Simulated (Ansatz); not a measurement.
```xyz
8

O    -0.9968    1.4996   -0.8965
Si   -0.1609    0.6948    0.2839
C     1.0359   -0.6184   -0.0003
C    -0.1246   -1.0912    0.4990
H    -1.1654    1.0379   -1.7248
H    -0.0824    1.6672    1.3871
H     1.9729   -1.0955   -0.3016
H    -0.4788   -2.0944    0.7532
```

Theory: Ansatz, RKS CAM-B3LYP-D4/def2-SVP.

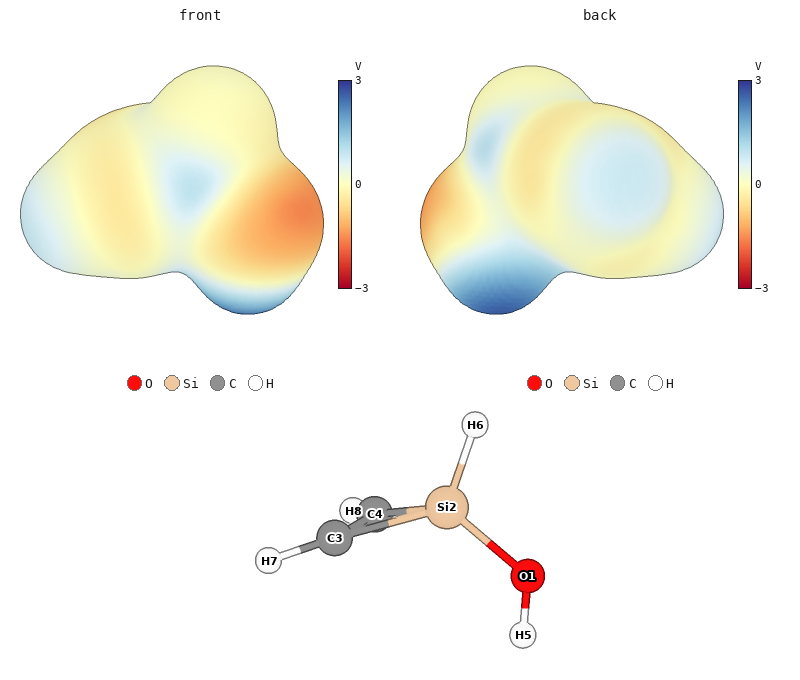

C2H4OSi. The electrostatic potential painted on the density surface at 0.002 e/bohr³, seen from the front and from behind; the colour scale runs from red (negative) to blue (positive). The bare structure is drawn below in the same view.

**Which sites attract a positive test charge, and which a negative one?**

A positive charge is drawn to the negative regions and a negative charge to the positive ones. The most negative region (about −1.5 V, or −35 kcal/mol for a unit charge) lies over O1, the most positive (about +2.5 V, or +58 kcal/mol for a unit charge) over H5. O1 is the likeliest acceptor of a hydrogen bond.
